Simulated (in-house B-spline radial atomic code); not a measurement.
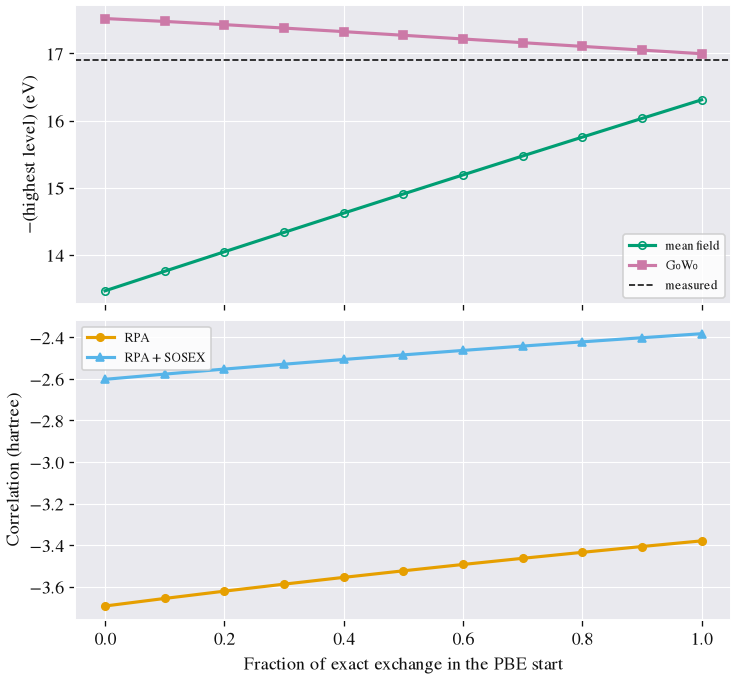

G₀W₀ and RPA for Cd⁺ ([Kr] 4d¹⁰ 5s) as exact exchange is mixed into the PBE start. All-electron spherical atom, scalar X2C, no spin-orbit coupling, Breit or QED terms; computed with a B-spline radial code.

Q: Where does the G₀W₀ correction vanish, and how does the correlation energy move?

A: The mean-field binding energy of 5s↑ runs from 13.46 eV at fraction 0 to 16.31 eV at 1, the G₀W₀ value only from 17.52 to 17.00 eV. The two curves don't cross in this range. The measured removal energy is 16.91 eV. The RPA correlation energy goes from −3.69 to −3.38 hartree, and with SOSEX from −2.60 to −2.38.
